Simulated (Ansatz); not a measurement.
# GaH2+ (singlet): correlated methods under varied settings

What do other methods and options give for GaH2+ (singlet) at this geometry, and how long do they take?

The runs use Ansatz 0.2.0, Gaussian basis; the settings change from run to run.

33 further runs of the same task are left out: 6 for a known fault of the program, 11 that didn't finish, 16 set aside as unsound or not needed.

### 1 What is computed

The geometry is a PBE0/def2-TZVP stationary point (not a proven minimum) of the parent state, kept for this charge and spin. No spin-orbit coupling is included. The filled d shell of Ga may be among the frozen orbitals whatever the setting's name suggests; the logs give the count.

3 atoms, charge 1, spin multiplicity 1.

Atoms are counted from 1 here; the program's logs count them from 0.

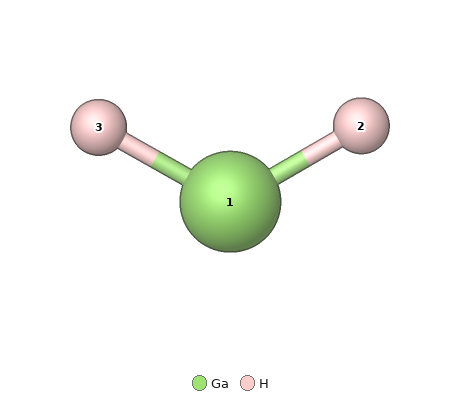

The structure; gallium green, hydrogen pink; atoms are numbered from 1 in the order of the file.

Geometry (Å):

```xyz
3
charge 1, multiplicity 1
Ga    0.0000   -0.0222    0.0000
H     0.0000    0.7688   -1.3831
H     0.0000    0.7688    1.3831
```

### 2 HF/6-31G*

Contents of in.yaml:

```yaml
crystal:
  periodic: [false, false, false]
  atoms:
    - {symbol: Ga, position_ang: [0.000000, -0.022229, 0.000000]}
    - {symbol: H, position_ang: [0.000000, 0.768845, -1.383112]}
    - {symbol: H, position_ang: [0.000000, 0.768845, 1.383112]}
basis:
  gaussian: {orbitals: "6-31G*"}
total_charge: 1
magnetization: {spin_polarized: true, initial_magnetization: 0}
hamiltonian: {xc: hf}
output: {forces: true, orbitals: {seedname: orbitals}}
```

Command:

```bash
$ ansatz run in.yaml --threads 1 --pin off --events-out ev --progress --plain --max-ram 2393MiB
```

Log:

```text
Functional definition: HF
  name "HF"
  cite "Fock, Z. Phys. 61, 126 (1930) doi:10.1007/BF01340294"
  parent pbe
  exchange = exact_x
  correlation = 0
375 factors; integrals over basis functions are off by at most 3.2e-4 eV
mean field evaluation 1: about -52348.7291 eV, gradient 5.7e0 eV
mean field evaluation 2: about -52348.7530 eV, gradient 5.7e0 eV
mean field evaluation 4: about -52349.1036 eV, gradient 6.0e-1 eV
mean field evaluation 8: about -52349.1062 eV, gradient 1.1e-3 eV
mean field evaluation 16: about -52349.0311 eV, gradient 7.3e-1 eV
mean field evaluation 32: about -52349.0532 eV, gradient 1.5e0 eV
mean field -52349.10622102 eV, -1923.7941701237 hartree, gradient 9.0e-6 eV, S^2 0.000000; 0 other end points of the search recorded, 0 dependent functions left out
the calculation of the forces begins
reference -52349.10622102 eV, -1923.7941701237 hartree; 16, 16 occupied and 23, 23 virtual orbitals, 375 factors
Total energy: -52349.10622102 eV, -1923.7941701237 hartree
Atom 0 at     0.000000    -0.022229     0.000000 Å, force     0.000000     2.714002     0.000000 eV/Å
Atom 1 at     0.000000     0.768845    -1.383112 Å, force    -0.000000    -1.357001    -0.156175 eV/Å
Atom 2 at     0.000000     0.768845     1.383112 Å, force     0.000000    -1.357001     0.156175 eV/Å
Dipole moment:     0.000000    -0.329894     0.000000 e Å
```

It took 0.58 s on 1 thread of Arm Neoverse V1, shared host.

From the report: ⟨S²⟩ of the determinant 0.000 (pure singlet: 0.00).

### 3 HF/x2c-TZVPPall

Edit in.yaml of step 2 so:

```diff
@@ -7,6 +7,7 @@
 basis:
-  gaussian: {orbitals: "6-31G*"}
+  gaussian: {orbitals: x2c-TZVPPall}
 total_charge: 1
-magnetization: {spin_polarized: true, initial_magnetization: 0}
+magnetization: {spin_polarized: false}
 hamiltonian: {xc: hf}
+accuracy: high
 output: {forces: true, orbitals: {seedname: orbitals}}
```

The command is unchanged.

Log, shortened:

```text
Functional definition: HF
  name "HF"
  cite "Fock, Z. Phys. 61, 126 (1930) doi:10.1007/BF01340294"
  parent pbe
[...]
1112 factors; integrals over basis functions are off by at most 4.6e-9 eV
[...]
mean field -52872.56651321 eV, -1943.0309810478 hartree, gradient 3.0e-8 eV, S^2 0.000000; 0 other end points of the search recorded, 0 dependent functions left out
[...]
reference -52872.56651321 eV, -1943.0309810478 hartree; 16, 16 occupied and 60, 60 virtual orbitals, 1112 factors
Total energy: -52872.56651321 eV, -1943.0309810478 hartree
Relativity: scalar
Atom 0 at     0.000000    -0.022229     0.000000 Å, force    -0.000000     2.986937    -0.000000 eV/Å
Atom 1 at     0.000000     0.768845    -1.383112 Å, force     0.000000    -1.493469     0.050461 eV/Å
Atom 2 at     0.000000     0.768845     1.383112 Å, force     0.000000    -1.493469    -0.050461 eV/Å
Dipole moment:    -0.000000    -0.325146    -0.000000 e Å
```

Run time: 1.8 s. Hardware: 1 thread of Arm Neoverse V1, shared host.

### 4 CISDT/aug-cc-pVDZ

Contents of in.yaml:

```yaml
crystal:
  periodic: [false, false, false]
  atoms:
    - {symbol: Ga, position_ang: [0.000000, -0.022229, 0.000000]}
    - {symbol: H, position_ang: [0.000000, 0.768845, -1.383112]}
    - {symbol: H, position_ang: [0.000000, 0.768845, 1.383112]}
basis:
  gaussian: {orbitals: aug-cc-pVDZ}
total_charge: 1
correlation: {active_space: {ras: {orbitals: [2, 0, 38], electrons: 4, max_holes: 3, max_particles: 3}, fixed_orbitals: true}}
scf: {lower_state_search: off}
output: {forces: true}
```

Launched as before.

Log, shortened:

```text
Functional definition: HF
  name "HF"
  cite "Fock, Z. Phys. 61, 126 (1930) doi:10.1007/BF01340294"
  parent pbe
[...]
576 factors; integrals over basis functions are off by at most 4.2e-4 eV
[...]
mean field -52355.98885615 eV, -1924.0471022995 hartree, gradient 5.2e-7 eV, S^2 0.000000; 0 other end points of the search recorded, 0 dependent functions left out
reference -52355.98885615 eV, -1924.0471022995 hartree; 16, 16 occupied and 38, 38 virtual orbitals, 576 factors
state -52357.97119091 eV, -1924.1199517585 hartree
[...]
Total energy: -52357.97119091 eV, -1924.1199517585 hartree
Atom 0 at     0.000000    -0.022229     0.000000 Å, force     0.000000     2.178657     0.000000 eV/Å
Atom 1 at     0.000000     0.768845    -1.383112 Å, force    -0.000000    -1.089328    -0.358993 eV/Å
Atom 2 at     0.000000     0.768845     1.383112 Å, force     0.000000    -1.089328     0.358993 eV/Å
Dipole moment:     0.000000    -0.283309     0.000000 e Å
Checks for a lower state left out: starts, cluster_reference, orbital_swaps, neighbouring_geometries, increment
```

Wall time 2 s (1 thread of Arm Neoverse V1, shared host).

From the report: 30,621 determinants.

### 5 HF/cc-pVTZ

Contents of in.yaml:

```yaml
crystal:
  periodic: [false, false, false]
  atoms:
    - {symbol: Ga, position_ang: [0.000000, -0.022229, 0.000000]}
    - {symbol: H, position_ang: [0.000000, 0.768845, -1.383112]}
    - {symbol: H, position_ang: [0.000000, 0.768845, 1.383112]}
basis:
  gaussian: {orbitals: cc-pVTZ}
total_charge: 1
magnetization: {spin_polarized: false}
hamiltonian: {xc: hf, pseudopotentials: {relativity: none}}
accuracy: high
output: {forces: true, orbitals: {seedname: orbitals}}
```

The command is unchanged.

Log, shortened:

```text
Functional definition: HF
  name "HF"
  cite "Fock, Z. Phys. 61, 126 (1930) doi:10.1007/BF01340294"
  parent pbe
[...]
1058 factors; integrals over basis functions are off by at most 4.6e-9 eV
[...]
mean field -52357.93724170 eV, -1924.1187041478 hartree, gradient 1.7e-8 eV, S^2 0.000000; 0 other end points of the search recorded, 0 dependent functions left out
[...]
reference -52357.93724170 eV, -1924.1187041478 hartree; 16, 16 occupied and 55, 55 virtual orbitals, 1058 factors
Total energy: -52357.93724170 eV, -1924.1187041478 hartree
Atom 0 at     0.000000    -0.022229     0.000000 Å, force    -0.000000     2.816700     0.000000 eV/Å
Atom 1 at     0.000000     0.768845    -1.383112 Å, force     0.000000    -1.408350    -0.067102 eV/Å
Atom 2 at     0.000000     0.768845     1.383112 Å, force    -0.000000    -1.408350     0.067102 eV/Å
Dipole moment:    -0.000000    -0.347410     0.000000 e Å
```

Wall time 2.4 s (1 thread of Arm Neoverse V1, shared host).

### 6 CCSD/aug-cc-pVDZ

Contents of in.yaml:

```yaml
crystal:
  periodic: [false, false, false]
  atoms:
    - {symbol: Ga, position_ang: [0.000000, -0.022229, 0.000000]}
    - {symbol: H, position_ang: [0.000000, 0.768845, -1.383112]}
    - {symbol: H, position_ang: [0.000000, 0.768845, 1.383112]}
basis:
  gaussian: {orbitals: aug-cc-pVDZ, fitting: {mean_field: def2-universal-jkfit}}
total_charge: 1
magnetization: {spin_polarized: true, initial_magnetization: 0}
hamiltonian: {xc: {name: PBE0}}
correlation: {method: ccsd, electrons: valence}
output: {forces: true}
```

Launched as before.

Log, shortened:

```text
Functional definition: PBE0
  name "PBE0"
  cite "Adamo & Barone, J. Chem. Phys. 110, 6158 (1999) doi:10.1063/1.478522"
  cite "Perdew, Burke & Ernzerhof, Phys. Rev. Lett. 77, 3865 (1996) doi:10.1103/PhysRevLett.77.3865"
  parent pbe
[...]
302 factors; integrals over basis functions are off by at most 4.1e-1 eV
[...]
mean field -52392.88147237 eV, -1925.4028809391 hartree, gradient 7.0e-6 eV, S^2 0.000000; 0 other end points of the search recorded, 0 dependent functions left out
9 core orbitals not correlated: weight in the atoms' cores, before any rotation towards them, 1.000 or more for the frozen orbitals, at most 0.000 for the correlated occupied ones
reference -52355.68544595 eV, -1924.0359521805 hartree; 7, 7 occupied and 38, 38 virtual orbitals, 302 factors
second order -2.18740081 eV of doubles, -0.23952456 eV of singles
cycle   1  -2.62922433 eV  change   -2.1e-1 eV  update   5.7e-2
[...]
cycle  11  -2.82732990 eV  change   -2.2e-7 eV  update   5.0e-7
[...]
Total energy: -52358.51277585 eV, -1924.1398546377 hartree
Atom 0 at     0.000000    -0.022229     0.000000 Å, force     0.000000     2.376248     0.000000 eV/Å
Atom 1 at     0.000000     0.768845    -1.383112 Å, force    -0.000000    -1.188124    -0.216317 eV/Å
Atom 2 at     0.000000     0.768845     1.383112 Å, force     0.000000    -1.188124     0.216317 eV/Å
Dipole moment:     0.000000    -0.269432    -0.000000 e Å
```

Run time: 4.7 s. Hardware: 1 thread of Arm Neoverse V1, shared host.

From the report: ⟨S²⟩ of the determinant 0.000 (pure singlet: 0.00); correlation -2.8273 eV; T1 0.014; largest double amplitude 0.07. The orbitals are Kohn-Sham ones, so correlation energy and T1 don't compare with those on Hartree-Fock orbitals.

### 7 CCSDT on RHF/cc-pVTZ

Contents of in.yaml:

```yaml
crystal:
  periodic: [false, false, false]
  atoms:
    - {symbol: Ga, position_ang: [0.000000, -0.022229, 0.000000]}
    - {symbol: H, position_ang: [0.000000, 0.768845, -1.383112]}
    - {symbol: H, position_ang: [0.000000, 0.768845, 1.383112]}
basis:
  gaussian: {orbitals: cc-pVTZ}
total_charge: 1
magnetization: {spin_polarized: false}
hamiltonian: {pseudopotentials: {relativity: none}}
correlation: {method: ccsdt, electrons: outside_noble_gas, diis_vectors: 12}
output: {forces: true}
```

Same command.

Log, shortened:

```text
Functional definition: HF
  name "HF"
  cite "Fock, Z. Phys. 61, 126 (1930) doi:10.1007/BF01340294"
  parent pbe
[...]
827 factors; integrals over basis functions are off by at most 1.3e-7 eV
[...]
mean field -52357.93724167 eV, -1924.1187041469 hartree, gradient 1.4e-6 eV, S^2 0.000000; 0 other end points of the search recorded, 0 dependent functions left out
14 core orbitals not correlated: weight in the atoms' cores, before any rotation towards them, 0.999 or more for the frozen orbitals, at most 0.000 for the correlated occupied ones
reference -52357.93724167 eV, -1924.1187041469 hartree; 2, 2 occupied and 55, 55 virtual orbitals, 827 factors
second order -1.67436715 eV of doubles, -0.00000000 eV of singles
cycle   1  -1.98872799 eV  change   -3.1e-1 eV  update   5.3e-2
[...]
cycle  12  -2.20533033 eV  change    3.8e-7 eV  update   3.1e-7
[...]
Total energy: -52360.14257200 eV, -1924.1997485417 hartree
Atom 0 at     0.000000    -0.022229     0.000000 Å, force    -0.000000     2.156850    -0.000000 eV/Å
Atom 1 at     0.000000     0.768845    -1.383112 Å, force     0.000000    -1.078425    -0.346997 eV/Å
Atom 2 at     0.000000     0.768845     1.383112 Å, force     0.000000    -1.078425     0.346997 eV/Å
Dipole moment:    -0.000000    -0.287392     0.000000 e Å
```

Wall time 19 s (1 thread of Arm Neoverse V1, shared host); peak memory 0.27 GiB.

From the report: correlation -2.2053 eV; T1 0.015; largest double amplitude 0.07.

### 8 CCSDT(Q) on UHF/aug-cc-pVDZ

Contents of in.yaml:

```yaml
crystal:
  periodic: [false, false, false]
  atoms:
    - {symbol: Ga, position_ang: [0.000000, -0.022229, 0.000000]}
    - {symbol: H, position_ang: [0.000000, 0.768845, -1.383112]}
    - {symbol: H, position_ang: [0.000000, 0.768845, 1.383112]}
basis:
  gaussian: {orbitals: aug-cc-pVDZ}
total_charge: 1
magnetization: {spin_polarized: true, initial_magnetization: 0}
correlation: {method: ccsdt_q, electrons: outside_noble_gas, diis_vectors: 1}
output: {forces: true}
```

The command is unchanged.

Log, shortened:

```text
Functional definition: HF
  name "HF"
  cite "Fock, Z. Phys. 61, 126 (1930) doi:10.1007/BF01340294"
  parent pbe
[...]
952 factors; integrals over basis functions are off by at most 2.7e-7 eV
[...]
mean field -52355.98892825 eV, -1924.0471049491 hartree, gradient 1.2e-6 eV, S^2 0.000000; 2 other end points of the search recorded, 0 dependent functions left out
14 core orbitals not correlated: weight in the atoms' cores, before any rotation towards them, 0.999 or more for the frozen orbitals, at most 0.000 for the correlated occupied ones
reference -52355.98892825 eV, -1924.0471049491 hartree; 2, 2 occupied and 38, 38 virtual orbitals, 952 factors
second order -1.46076384 eV of doubles, -0.00000000 eV of singles
cycle   1  -1.80553075 eV  change   -3.4e-1 eV  update   5.4e-2
[...]
cycle  18  -2.02566319 eV  change    1.3e-7 eV  update   1.0e-7
perturbative correction -0.00054824 eV, -0.0000201473 hartree
[...]
Total energy: -52358.01513968 eV, -1924.1215668458 hartree
Atom 0 at     0.000000    -0.022229     0.000000 Å, force     0.000000     2.124480     0.000000 eV/Å
Atom 1 at     0.000000     0.768845    -1.383112 Å, force    -0.000000    -1.062240    -0.383672 eV/Å
Atom 2 at     0.000000     0.768845     1.383112 Å, force     0.000000    -1.062240     0.383672 eV/Å
Dipole moment:     0.000000    -0.278603    -0.000000 e Å
```

Wall time 28 s (1 thread of Arm Neoverse V1, shared host); peak memory 0.65 GiB.

From the report: ⟨S²⟩ of the determinant 0.000 (pure singlet: 0.00); correlation -2.0262 eV; T1 0.017; largest double amplitude 0.07.

### 9 CCSDT(Q) on RHF/cc-pVDZ

Contents of in.yaml:

```yaml
crystal:
  periodic: [false, false, false]
  atoms:
    - {symbol: Ga, position_ang: [0.000000, -0.022229, 0.000000]}
    - {symbol: H, position_ang: [0.000000, 0.768845, -1.383112]}
    - {symbol: H, position_ang: [0.000000, 0.768845, 1.383112]}
basis:
  gaussian: {orbitals: cc-pVDZ, fitting: {mean_field: def2-universal-jkfit}}
total_charge: 1
magnetization: {spin_polarized: false}
correlation: {method: ccsdt_q, electrons: valence}
```

Launched as before.

Log, shortened:

```text
Functional definition: HF
  name "HF"
  cite "Fock, Z. Phys. 61, 126 (1930) doi:10.1007/BF01340294"
  parent pbe
[...]
302 factors; integrals over basis functions are off by at most 4.1e-1 eV
[...]
mean field -52355.96750761 eV, -1924.0463177554 hartree, gradient 2.3e-6 eV, S^2 0.000000; 0 other end points of the search recorded, 0 dependent functions left out
9 core orbitals not correlated: weight in the atoms' cores, before any rotation towards them, 1.000 or more for the frozen orbitals, at most 0.000 for the correlated occupied ones
reference -52355.96750761 eV, -1924.0463177554 hartree; 7, 7 occupied and 21, 21 virtual orbitals, 302 factors
second order -1.86036838 eV of doubles, -0.00000000 eV of singles
cycle   1  -2.19687393 eV  change   -3.4e-1 eV  update   6.0e-2
[...]
cycle  12  -2.47561624 eV  change    5.2e-7 eV  update   1.7e-6
perturbative correction -0.00029656 eV, -0.0000108985 hartree
Total energy: -52358.44342042 eV, -1924.1373058728 hartree
```

It took 2.8 s on 1 thread of Arm Neoverse V1, shared host.

From the report: correlation -2.4759 eV; T1 0.011; largest double amplitude 0.08.

### 10 BCCD on RHF/aug-cc-pVDZ

Edit in.yaml of step 9 so:

```diff
@@ -7,5 +7,6 @@
 basis:
-  gaussian: {orbitals: cc-pVDZ, fitting: {mean_field: def2-universal-jkfit}}
+  gaussian: {orbitals: aug-cc-pVDZ}
 total_charge: 1
 magnetization: {spin_polarized: false}
-correlation: {method: ccsdt_q, electrons: valence}
+hamiltonian: {pseudopotentials: {relativity: scalar}}
+correlation: {method: bccd, electrons: outside_noble_gas}
```

Same command.

Log, shortened:

```text
Functional definition: HF
  name "HF"
  cite "Fock, Z. Phys. 61, 126 (1930) doi:10.1007/BF01340294"
  parent pbe
[...]
576 factors; integrals over basis functions are off by at most 4.2e-4 eV
[...]
mean field -52765.11524496 eV, -1939.0822197728 hartree, gradient 2.6e-6 eV, S^2 0.000000; 0 other end points of the search recorded, 0 dependent functions left out
14 core orbitals not correlated: weight in the atoms' cores, before any rotation towards them, 0.999 or more for the frozen orbitals, at most 0.001 for the correlated occupied ones
reference -52765.11524496 eV, -1939.0822197728 hartree; 2, 2 occupied and 38, 38 virtual orbitals, 576 factors
second order -1.46442489 eV of doubles, -0.00000000 eV of singles
cycle   1  -1.81497811 eV  change   -3.5e-1 eV  update   5.3e-2
[...]
cycle  10  -1.99939560 eV  change   -2.7e-6 eV  update   1.0e-6
Total energy: -52767.11464057 eV, -1939.1556962059 hartree
Relativity: scalar
```

It took 0.9 s on 1 thread of Arm Neoverse V1, shared host.

From the report: correlation -1.9994 eV; largest double amplitude 0.07.

### 11 All runs side by side

Where basis and cores are those of an earlier FCI/aug-cc-pVDZ run (-52358.0153 eV), and the state is the same kind, the miss against it is given.

| level | correlated | functions | energy (eV) | from FCI (meV) | time |
| --- | --- | --- | --- | --- | --- |
| HF/6-31G* |  | 39 | -52349.1062 |  | 0.58 s |
| HF/x2c-TZVPPall |  | 76 | -52872.5665 |  | 1.8 s |
| CISDT/aug-cc-pVDZ | outside noble gas | 54 | -52357.9712 | 44.1 | 2 s |
| HF/cc-pVTZ |  | 71 | -52357.9372 |  | 2.4 s |
| CCSD/aug-cc-pVDZ (on PBE0 orbitals) | valence | 54 | -52358.5128 |  | 4.7 s |
| CCSDT on RHF/cc-pVTZ | outside noble gas | 71 | -52360.1426 |  | 19 s |
| CCSDT(Q) on UHF/aug-cc-pVDZ | outside noble gas | 54 | -52358.0151 | 0.2 | 28 s |
| CCSDT(Q) on RHF/cc-pVDZ | valence | 37 | -52358.4434 |  | 2.8 s |
| BCCD on RHF/aug-cc-pVDZ (relativity set) | outside noble gas | 54 | -52767.1146 |  | 0.9 s |

### 12 What came out

```
quantity                              value
    runs                                  9
quickest                  HF/6-31G*, 0.58 s
 slowest  CCSDT(Q) on UHF/aug-cc-pVDZ, 28 s
```

In words: Total energies in different bases, with other cores or another treatment of relativity can't be set against each other. CCSDT(Q) on UHF/aug-cc-pVDZ took 47 times as long as HF/6-31G*; the jobs differ in more than the method. Among the correlated runs with a miss given, it spans +0 to +44 meV.
